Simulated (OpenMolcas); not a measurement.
# CuOH (SMILES [Cu]O): a chain of runs

We compute a series of 15 runs (UHF/6-31G, CASSCF(2,2)/6-31G, CASPT2[IPEA 0](2,2)/6-31G, CASPT2(2,2)/6-31G, PC-NEVPT2(2,2)/6-31G, MC-PDFT[tBLYP](2,2)/6-31G, MC-PDFT[ftPBE](2,2)/6-31G, RASPT2(2,6)/6-31G, and more) of CuHO. 

The calculation is run with OpenMolcas 26.06.

## 1. The molecule

CuOH: 3 atoms, total charge 0, spin state singlet. As SMILES, `[Cu]O`. The shape is that of a PBE0-D4/def2-TZVP optimisation.

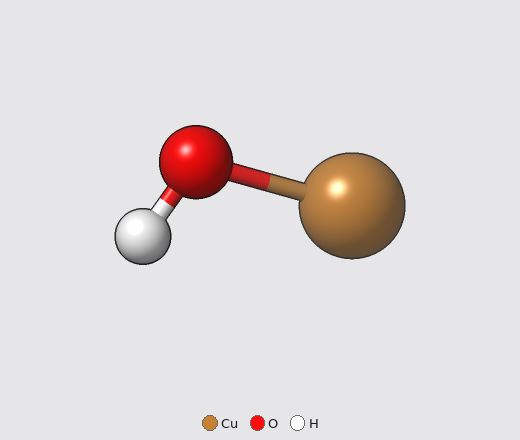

Viewed from a chosen angle; copper orange, oxygen red, hydrogen white.

## 2. A single-point energy at UHF/6-31G (RICD fitting, scramble 0.25) (run 1)

step1.input reads:

```
* CuHO Hartree-Fock

&GATEWAY
 Coord
 3
 angstrom
 Cu      -1.152790       0.285260      -0.596950
 O        0.412870       0.307820       0.260030
 H        0.739920      -0.593080       0.336920
 Basis=6-31G
 Group=NoSym
 RICD

&SEWARD

&SCF
 UHF
 Scramble=0.25
 PrOrbitals=1 1
```

Run with:

```bash
$ export MOLCAS_MEM=1860
$ pymolcas step1.input > step1.log
```

The program printed, cut to the lines that bear on the results:

```text
--- Start Module: gateway ---
[...]
--- Stop Module: gateway /rc=_RC_ALL_IS_WELL_ ---
[...]
--- Start Module: seward ---
[...]
      Basis functions           40
--- Stop Module: seward /rc=_RC_ALL_IS_WELL_ ---
--- Start Module: scf ---
[...]
       Convergence after  45 Iterations
[...]
::    Total SCF energy                              -1714.0635470607
[...]
      Total spin, S                                     0.6032720832
[...]
      Total electronic charge=   38.000000
      Total            charge=   -0.000000
[...]
      Dipole Moment (debye):
      Origin of the operator (angstrom)=   -0.8156    0.2787   -0.4137
                   X= -2.0409E+00               Y= -1.5962E+00               Z= -1.2938E+00           Total=  2.8960E+00
      Quadrupole Moment (debye*angstrom):
[...]
--- Stop Module: scf /rc=_RC_ALL_IS_WELL_ ---
[...]
```

It took 5.4 s on 1 thread of AMD EPYC 7R43 (Zen 3), shared host; peak memory 0.11 GiB.

## 3. The excited states at CASSCF(2,2)/6-31G (RICD fitting, 3 states averaged) (run 2)

step2.input reads:

```
* CuHO CASSCF
&GATEWAY
Coord
3
angstrom
Cu      -1.152790       0.285260      -0.596950
O        0.412870       0.307820       0.260030
H        0.739920      -0.593080       0.336920
Basis = 6-31G
Group = NoSym
RICD
&SEWARD
&RASSCF
FileOrb = $CurrDir/step1.UnaOrb
Spin = 1
Nactel = 2 0 0
Inactive = 18
Ras2 = 2
CIRoot = 3 3 1
OrbListing = Few
OrbAppear = Compact
```

Run with:

```bash
$ export MOLCAS_MEM=1860
$ pymolcas step2.input > step2.log
```

The program printed, cut to the lines that bear on the results:

```text
--- Start Module: gateway ---
[...]
--- Stop Module: gateway /rc=_RC_ALL_IS_WELL_ ---
[...]
--- Start Module: seward ---
[...]
      Basis functions           40
--- Stop Module: seward /rc=_RC_ALL_IS_WELL_ ---
--- Start Module: rasscf ---
[...]
      Number of active orbitals                  2
[...]
      Spin quantum number                      0.0
[...]
      Active orbitals                            2
[...]
      Number of CSFs                             3
[...]
      Number of root(s) required                 3
[...]
      Convergence after 21 iterations
[...]
      printout of CI-coefficients larger than  0.05 for root  1
      energy=   -1714.014725
      conf/sym  11     Coeff  Weight
             1  20  -0.80517 0.64830
             2  ud   0.51353 0.26371
             3  02   0.29664 0.08799
[...]
      Natural orbitals and occupation numbers for root  1
      sym 1:   1.671069   0.328931
      Natural orbitals and occupation numbers for root  2
      sym 1:   1.908711   0.091289
      Natural orbitals and occupation numbers for root  3
      sym 1:   0.012693   1.987307
      ************************************************************************************************************************
      *                                                    Final results                                                     *
[...]
::    RASSCF root number  1 Total energy:  -1714.01472524
::    RASSCF root number  2 Total energy:  -1713.91491283
::    RASSCF root number  3 Total energy:  -1713.72733846
[...]
      Total electronic charge=   38.000000
      Total            charge=   -0.000000
[...]
      Dipole Moment (debye):
      Origin of the operator (angstrom)=   -0.8156    0.2787   -0.4137
                   X=  1.9861E+00               Y= -1.7137E+00               Z=  8.9080E-01           Total=  2.7704E+00
      Quadrupole Moment (debye*angstrom):
[...]
--- Stop Module: rasscf /rc=_RC_ALL_IS_WELL_ ---
[...]
```

Run time: 5.4 s. Hardware: 1 thread of AMD EPYC 7R43 (Zen 3), shared host; peak memory 0.11 GiB.

The roots found:

| excited state | energy (eV) |
| --- | --- |
| 1 | 2.716 |
| 2 | 7.820 |

Runs 3 to 6 aren't shown in full; the table further down has their settings and results.

## 4. The vertical excitations at CASSCF(2,2)/6-31G (RICD fitting, 3 states averaged) (run 7)

step7.inp reads:

```
* CuHO CASSCF

&GATEWAY
  Coord
  3
  angstrom
  Cu      -1.152790       0.285260      -0.596950
  O        0.412870       0.307820       0.260030
  H        0.739920      -0.593080       0.336920
  Basis=6-31G
  Group=NoSym
  RICD

&SEWARD

&RASSCF
  FileOrb=$CurrDir/step2.RasOrb
  Spin=1
  Nactel=2 0 0
  Inactive=18
  Ras2=2
  CIRoot=3 3 1
  OrbListing=Few
  OrbAppear=Compact

&RASSI
  NrOfJobIphs=1 all
```

Run with:

```bash
$ export MOLCAS_MEM=1860
$ pymolcas step7.inp > step7.log
```

The program printed, cut to the lines that bear on the results:

```text
--- Start Module: gateway ---
[...]
--- Stop Module: gateway /rc=_RC_ALL_IS_WELL_ ---
[...]
      Basis functions           40
[...]
--- Start Module: rasscf ---
[...]
      Number of active orbitals                  2
[...]
      Spin quantum number                      0.0
[...]
      Active orbitals                            2
[...]
      Number of CSFs                             3
[...]
      Number of root(s) required                 3
[...]
      Convergence after  4 iterations
[...]
      printout of CI-coefficients larger than  0.05 for root  1
      energy=   -1714.014727
      conf/sym  11     Coeff  Weight
             1  20   0.61739 0.38117
             2  ud   0.77909 0.60698
             3  02  -0.10887 0.01185
[...]
      Natural orbitals and occupation numbers for root  1
      sym 1:   1.671052   0.328948
      Natural orbitals and occupation numbers for root  2
      sym 1:   0.091279   1.908721
      Natural orbitals and occupation numbers for root  3
      sym 1:   1.987308   0.012692
      ************************************************************************************************************************
      *                                                    Final results                                                     *
[...]
::    RASSCF root number  1 Total energy:  -1714.01472689
::    RASSCF root number  2 Total energy:  -1713.91491259
::    RASSCF root number  3 Total energy:  -1713.72733706
[...]
      Total electronic charge=   38.000000
      Total            charge=   -0.000000
[...]
      Dipole Moment (debye):
      Origin of the operator (angstrom)=   -0.8156    0.2787   -0.4137
                   X=  1.9861E+00               Y= -1.7143E+00               Z=  8.9075E-01           Total=  2.7707E+00
      Quadrupole Moment (debye*angstrom):
[...]
--- Stop Module: rasscf /rc=_RC_ALL_IS_WELL_ ---
[...]
--- Start Module: rassi ---
[...]
::    RASSI State    1     Total energy:   -1714.01472689089314
::    RASSI State    2     Total energy:   -1713.91491258575661
::    RASSI State    3     Total energy:   -1713.72733705981523
[...]
  SPIN-FREE ENERGIES:
  (Shifted by EMIN (a.u.) =      -1714.0147268909)
 SF State       Relative EMIN(au)   Rel lowest level(eV)    D:o, cm**(-1)
     1             0.0000000000        0.0000000000              0.0000
     2             0.0998143051        2.7160856099          21906.7078
     3             0.2873898311        7.8202756966          63074.7772
[...]
```

Run time: 4.8 s. Hardware: 1 thread of AMD EPYC 7R43 (Zen 3), shared host; peak memory 0.11 GiB.

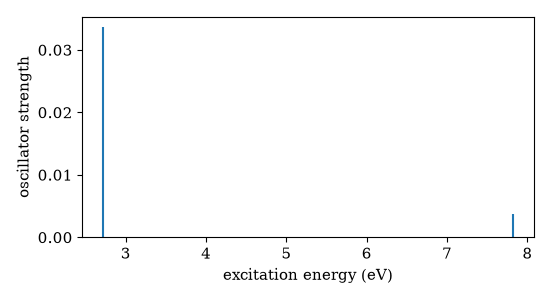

Vertical excitations as sticks.

The roots found:

| excited state | energy (eV) | strength |
| --- | --- | --- |
| 1 | 2.716 | 0.0337 |
| 2 | 7.820 | 0.0037 |

Runs 8 to 14 aren't shown in full; the table further down has their settings and results.

## 5. A single-point energy at DMRG(2,2)/6-31G (RICD fitting, bond dimension 16) (run 15)

step15.inp reads:

```
* CuHO DMRG-SCF
&GATEWAY
Coord
3
angstrom
Cu      -1.152790       0.285260      -0.596950
O        0.412870       0.307820       0.260030
H        0.739920      -0.593080       0.336920
Basis
6-31G
Group
NoSym
RICD
&SEWARD
&RASSCF
FileOrb
$CurrDir/step2.RasOrb
Spin
1
Nactel
2 0 0
Inactive
18
Ras2
2
OrbListing
Few
OrbAppear
Compact
DMRG
RGInput
nsweeps = 4
max_bond_dimension = 16
EndRG
```

Run with:

```bash
$ export MOLCAS_MEM=1860
$ pymolcas step15.inp > step15.log
```

The program printed, cut to the lines that bear on the results:

```text
--- Start Module: gateway ---
[...]
--- Stop Module: gateway /rc=_RC_ALL_IS_WELL_ ---
[...]
--- Start Module: seward ---
[...]
      Basis functions           40
--- Stop Module: seward /rc=_RC_ALL_IS_WELL_ ---
--- Start Module: rasscf ---
[...]
      Number of active orbitals                  2
[...]
      Spin quantum number                      0.0
[...]
      Active orbitals                            2
[...]
      Jacobi-Davidson threshold                   0.100E-10
[...]
      Number of root(s) required                 1
[...]
      Convergence after 21 iterations
[...]
      Natural orbitals and occupation numbers for root  1
      sym 1:   1.491049   0.508951
      ************************************************************************************************************************
      *                                                    Final results                                                     *
[...]
::    RASSCF root number  1 Total energy:  -1714.06287484
[...]
      Total electronic charge=   38.000000
      Total            charge=   -0.000000
[...]
      Dipole Moment (debye):
      Origin of the operator (angstrom)=   -0.8156    0.2787   -0.4137
                   X= -2.5497E+00               Y= -1.4849E+00               Z= -1.5589E+00           Total=  3.3371E+00
      Quadrupole Moment (debye*angstrom):
[...]
--- Stop Module: rasscf /rc=_RC_ALL_IS_WELL_ ---
[...]
```

Wall time 6.9 s (1 thread of AMD EPYC 7R43 (Zen 3), shared host); peak memory 0.12 GiB.

## 6. Overview of the runs

| run | level | starting guess | task | partner | energy (Eh) | dipole moment (D) of the reference | wall time |
| --- | --- | --- | --- | --- | --- | --- | --- |
| 1 | UHF/6-31G (RICD fitting, scramble 0.25) | – | energy | base | -1714.063547 | 2.90 | 5.4 s |
| 2 | CASSCF(2,2)/6-31G (RICD fitting, 3 states averaged) | orbitals of step 1 | excited | base | -1714.014725 | 3.33 | 5.4 s |
| 3 | CASPT2[IPEA 0](2,2)/6-31G (RICD fitting, ipea shift 0 Eh, pt2 variant XDW, 3 states averaged, weight exponent 50) | orbitals of step 2 | excited | base | -1714.458921 | 3.33 | 5.7 s |
| 4 | CASSCF(2,2)/6-31G (RICD fitting, 3 states averaged, root 2) | orbitals of step 2 | optimise | base | not converged | – | 3 min |
| 5 | CASPT2(2,2)/6-31G (RICD fitting, ipea shift 0.25 Eh, pt2 variant XMS, 3 states averaged) | orbitals of step 2 | excited | base | -1714.454094 | 3.33 | 5.1 s |
| 6 | PC-NEVPT2(2,2)/6-31G (RICD fitting, pt2 variant QD-PC-NEVPT2, 3 states averaged) | orbitals of step 2 | excited | base | -1714.443097 | 3.33 | 5.1 s |
| 7 | CASSCF(2,2)/6-31G (RICD fitting, 3 states averaged) | orbitals of step 2 | excited | base | -1714.014727 | 3.33 | 4.8 s |
| 8 | CASSCF(2,2)/6-31G (RICD fitting) | orbitals of step 2 | optimise | base | -1714.069194 | 2.22 | 24 s |
| 9 | MC-PDFT[tBLYP](2,2)/6-31G (RICD fitting, 3 states averaged) | orbitals of step 2 | excited | base | -1716.013471 | 3.33 | 5.7 s |
| 10 | CASSCF(2,2)/6-31G (RICD fitting, root 3, 3 states averaged) | orbitals of step 2 | gradient | base | -1713.727337 | – | 6 s |
| 11 | MC-PDFT[ftPBE](2,2)/6-31G (RICD fitting, hybrid share 0.25, 3 states averaged) | orbitals of step 2 | excited | base | -1715.391091 | – | 5.7 s |
| 12 | RASPT2(2,6)/6-31G (RICD fitting, ipea shift 0.25 Eh, pt2 variant SS, 3 states averaged) | orbitals of step 2 | excited | base | -1714.417547 | 3.50 | 7.8 s |
| 13 | MC-PDFT[trevPBE](2,2)/6-31G (RICD fitting, 3 states averaged) | orbitals of step 2 | excited | rattled | -1715.807214 | 3.03 | 7.8 s |
| 14 | CASPT2[IPEA 0](2,2)/6-31G (RICD fitting, ipea shift 0 Eh, pt2 variant XMS, 3 states averaged, sigma1 shift 0.2) | orbitals of step 2 | excited | O2–H3 1.44 Å | -1714.397936 | 3.45 | 6.6 s |
| 15 | DMRG(2,2)/6-31G (RICD fitting, bond dimension 16) | orbitals of step 2 | energy | base | -1714.062875 | 3.34 | 6.9 s |

## 7. Summary of results

| quantity | value |
| --- | --- |
| run 15, DMRG(2,2)/6-31G: total energy | -1714.06287 Eh |
| run 15, DMRG(2,2)/6-31G: dipole moment (CASSCF density) | 3.34 D |

Spin contamination of the reference: run 1 ⟨S²⟩ = 0.97. Where it is this large, the reference is a mixture of spin states, and values that rest on it are in doubt. All runs together took 4.7 min, the longest 3 min. 1 of the 15 runs did not end normally.
